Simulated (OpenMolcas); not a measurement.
# SiNH₄: single-point calculation (part 1 of 2)

The run: single-point calculation of SiNH₄, multiplicity 4, SMILES [NH][SiH3]. Method and program: M06-2X/def2-TZVP, UKS (OpenMolcas 26.06).

The geometry is that of the parent species in another charge or spin state. The geometry comes from this level: PBE0-D4/def2-TZVP.

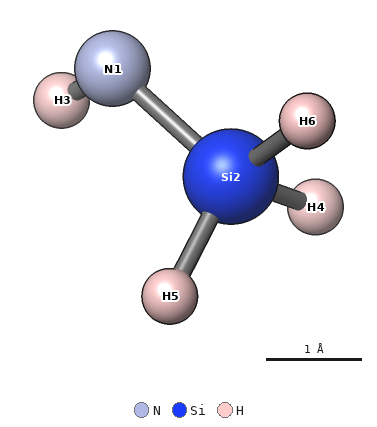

**Figure 1.** The input geometry (ball-and-stick view, seen at a tilt; atoms are numbered from 1 in the order of the input). Bond lengths as drawn: H–N 1.02 Å, H–Si 1.48 to 1.49 Å and N–Si 1.75 Å.

### Input file
```
&GATEWAY
 BasLib=$CurrDir
 Coord
 6
 angstrom
 N        0.592100      -0.835200       0.909500
 Si      -0.203700       0.347600      -0.110000
 H        0.922800      -1.640700       0.372700
 H       -1.310600      -0.282300      -0.885500
 H        0.789500       0.911800      -1.068900
 H       -0.748100       1.434800       0.736200
 Basis=def2-TZVP
 Group=NoSym

&SEWARD
 GridInput
 Grid=UltraFine
 End of Grid

&SCF
 UHF
 Spin=4
 KSDFT=M062X
 Thresholds=1e-10 1e-07 1e-07 1e-05
 PrOrbitals=1 1
```

Machine: 1 thread of Arm Neoverse V1, 24 GiB of memory available, shared host.

Launched with:
```bash
export MOLCAS_MEM=1860
pymolcas mol.inp > mol.log
```

### Output
```
--- Start Module: gateway ---

                                              &GATEWAY

                       available to each process: 1.9 GB of memory, 1 thread

 Basis Set     1 Label: N.DEF2-TZVP
 Basis set is read from library:.
 basistype.tbl is not found

 Basis Set     2 Label: SI.DEF2-TZVP
 Basis set is read from library:.
 basistype.tbl is not found

 Basis Set     3 Label: H.DEF2-TZVP
 Basis set is read from library:.
 basistype.tbl is not found

++    Symmetry information:
      ---------------------

                    Character Table for C1

                             E
                    a        1  x, y, xy, Rz, z, xz, Ry, yz, Rx, I
--

++    Basis set information:
      ----------------------

      Basis set label: N.DEF2-TZVP.........

      Electronic valence basis set:
      ------------------
      Associated Effective Charge   7.000000 au
      Associated Actual Charge      7.000000 au
      Nuclear Model: Point charge

      Shell  nPrim  nBasis  Cartesian Spherical Contaminant
         s      11       5        X
         p       6       3        X
         d       2       2                 X
         f       1       1                 X

      Basis set label: SI.DEF2-TZVP.........

      Electronic valence basis set:
      ------------------
      Associated Effective Charge  14.000000 au
      Associated Actual Charge     14.000000 au
      Nuclear Model: Point charge

      Shell  nPrim  nBasis  Cartesian Spherical Contaminant
         s      14       5        X
         p       9       5        X
         d       3       2                 X
         f       1       1                 X

      Basis set label: H.DEF2-TZVP.........

      Electronic valence basis set:
      ------------------
      Associated Effective Charge   1.000000 au
      Associated Actual Charge      1.000000 au
      Nuclear Model: Point charge

      Shell  nPrim  nBasis  Cartesian Spherical Contaminant
         s       5       3        X
         p       1       1        X
--

++    Molecular structure info:
      -------------------------

                    ************************************************
                    **** Cartesian Coordinates / bohr, angstrom ****
                    ************************************************

     Center  Label                x              y              z                     x              y              z
        1      N1               1.118907      -1.578299       1.718706              0.592100      -0.835200       0.909500
        2      SI2             -0.384937       0.656869      -0.207870             -0.203700       0.347600      -0.110000
        3      H3               1.743839      -3.100474       0.704301              0.922800      -1.640700       0.372700
        4      H4              -2.476675      -0.533470      -1.673352             -1.310600      -0.282300      -0.885500
        5      H5               1.491939       1.723052      -2.019928              0.789500       0.911800      -1.068900
        6      H6              -1.413704       2.711379       1.391216             -0.748100       1.434800       0.736200

                    ***************************************
                    *    InterNuclear Distances / bohr    *
                    ***************************************

               1 N1            2 SI2           3 H3            4 H4            5 H5            6 H6
    1 N1       0.000000
    2 SI2      3.311981        0.000000
    3 H3       1.933022        4.413770        0.000000
    4 H4       5.052320        2.817785        5.482288        0.000000
    5 H5       5.001546        2.818327        5.545384        4.578417        0.000000
    6 H6       4.992265        2.799366        6.649779        4.588086        4.588623        0.000000

                    *******************************************
                    *    InterNuclear Distances / angstrom    *
                    *******************************************

               1 N1            2 SI2           3 H3            4 H4            5 H5            6 H6
    1 N1       0.000000
    2 SI2      1.752625        0.000000
    3 H3       1.022911        2.335667        0.000000
    4 H4       2.673573        1.491108        2.901102        0.000000
    5 H5       2.646704        1.491394        2.934491        2.422794        0.000000
    6 H6       2.641793        1.481361        3.518912        2.427911        2.428195        0.000000

                    **************************************
                    *    Valence Bond Angles / degree    *
                    **************************************
                          Atom centers                 Phi
                      4 H4       2 SI2      5 H5       108.65
                      4 H4       2 SI2      6 H6       109.53
                      5 H5       2 SI2      6 H6       109.53
--

            Nuclear Potential Energy             56.67442510 au

--- Stop Module: gateway /rc=_RC_ALL_IS_WELL_ ---

--- Start Module: seward ---

                                              &SEWARD

                       available to each process: 1.9 GB of memory, 1 thread

               SEWARD will generate:
                  Multipole Moment integrals up to order  2
                  Kinetic Energy integrals
                  Nuclear Attraction integrals (point charge)
                  One-Electron Hamiltonian integrals
                  Velocity integrals
                  Orbital angular momentum around (  0.0921  -0.0634   0.3617 )
                  Velocity quadrupole around (  0.0921  -0.0634   0.3617 )
                  Two-Electron Repulsion integrals

                   Integrals are discarded if absolute value <: 1.00E-14
                   Integral cutoff threshold is set to       <: 1.00E-16

            Nuclear Potential Energy             56.67442510 au

      Basis set specifications :
      Symmetry species         a
      Basis functions           92

--- Stop Module: seward /rc=_RC_ALL_IS_WELL_ ---
--- Module seward spent 2 seconds ---

--- Start Module: scf ---

                                                &SCF

                       available to each process: 1.9 GB of memory, 1 thread

++    Input section:
      --------------

      Header of the integral files:

      Cartesian coordinates in angstrom:
      -----------------------------------------------------
      No.  Label        X            Y            Z
      -----------------------------------------------------
       1   N1         0.59210000  -0.83520000   0.90950000
       2   SI2       -0.20370000   0.34760000  -0.11000000
       3   H3         0.92280000  -1.64070000   0.37270000
       4   H4        -1.31060000  -0.28230000  -0.88550000
       5   H5         0.78950000   0.91180000  -1.06890000
       6   H6        -0.74810000   1.43480000   0.73620000
      -----------------------------------------------------
      Nuclear repulsion energy =   56.67442510
--

++    Orbital specifications:
      -----------------------

      Symmetry species               1
                                     a
      Frozen orbitals                0
      Start temperature = 0.500
      End temperature   = 0.010
      Temperature Factor= 0.460
      Deleted orbitals               0
      Total number of orbitals      92
      Number of basis functions     92
--

      Molecular charge                           0.000

      Numerical integration parameters
      --------------------------------
      Radial quadrature type:                         MHL
      Size of radial grid:                            99
      Lebedev angular grid:                           41
      Angular grid pruned with the crowding factor:  1.00E+10
                                 and fading factor:  1.00E+01
      Screening threshold for integral computation:   1.00E-11
      Radial quadrature accuracy:                     1.00E-25
      Maximum batch size:                             128
      AO values are stored on disk
      The same grid will be used for all iterations.

      DFT functional specifications
      -----------------------------
      Using Libxc version: 6.2.2
      Please cite the following reference:
      S. Lehtola, C. Steigemann, M. J.T. Oliveira, and M. A.L. Marques.,  SoftwareX 7, 1–5 (2018) doi:10.1016/j.softx.2017.11.002

      * Minnesota M06-2X hybrid exchange functional
        - Y. Zhao and D. G. Truhlar.,  Theor. Chem. Acc. 120, 215 (2008) doi:10.1007/s00214-007-0310-x
      * Minnesota M06-2X correlation functional
        - Y. Zhao and D. G. Truhlar.,  Theor. Chem. Acc. 120, 215 (2008) doi:10.1007/s00214-007-0310-x

++    Optimization specifications:
      ----------------------------

      SCF Algorithm: Conventional USCF
      D(i)-D(i-1) density differences are used
      Number of density matrices in core                 5
      Maximum number of NDDO SCF iterations            400
      Maximum number of HF SCF iterations              400
      Threshold for SCF energy change             1.00E-10
      Threshold for density matrix                1.00E-07
      Threshold for Fock matrix                   1.00E-07
      Threshold for linear dependence             1.00E-09
      Threshold at which DIIS is turned on        1.50E-01
      Maximum depth in the DIIS procedure                5
      Maximum depth in the BFGS Hessian update          30
      Threshold at which QNR/C2DIIS is turned on  7.50E-02
      Threshold for Norm(delta) (QNR/C2DIIS)      1.00E-05
      All orbitals punched on: UHFORB
--

      Input vectors read from INPORB
      Orbital file label: *Guess orbitals

++ Convergence information
                               UHF M062X      iterations: Energy and convergence statistics

Iter     Tot. M062X      One-elec.       Two-elec.     Energy      Max Dij or  Max Fij      DNorm      TNorm      AccCon     Time
         Energy          Energy          Energy        Change      Delta Norm                                                in Sec.
   1  -343.661180093  -600.601050904   200.265445711   0.00E+00    2.42E-01*   3.13E+00*    6.37E+00   1.35E+02   None         4.
   2  -343.767630115  -595.229958820   194.787903605  -1.06E-01*   8.80E-02*   5.50E-02*    2.31E+01   1.32E+02   EDIIS        3.
   3  -345.413984603  -607.108253293   205.019843590  -1.65E+00*   5.28E-01*   2.68E-01*    2.09E+01   1.37E+02   EDIIS        3.
   4  -344.256455987  -595.140615073   194.209733986   1.16E+00*   1.02E-01*   1.95E-01*    5.62E+00   1.32E+02   EDIIS        3.
   5  -346.178659336  -601.312557451   198.459473015  -1.92E+00*   6.93E-01*   1.63E-01*    4.08E+00   1.34E+02   EDIIS        3.
   6  -346.053944317  -605.060094653   202.331725236   1.25E-01*   1.19E-01*   7.00E-02*    3.23E+00   1.36E+02   EDIIS        3.
   7  -346.311990012  -603.058896771   200.072481659  -2.58E-01*   1.27E-01*   2.86E-02*    1.81E+00   1.35E+02   EDIIS        3.
   8  -346.314186968  -602.890484064   199.901871996  -2.20E-03*   1.63E-01*   2.23E-02*    8.51E-01   1.35E+02   EDIIS        3.

       Fermi aufbau procedure completed!
      nOcc(alpha)=   14
      nOcc(beta) =   11
```
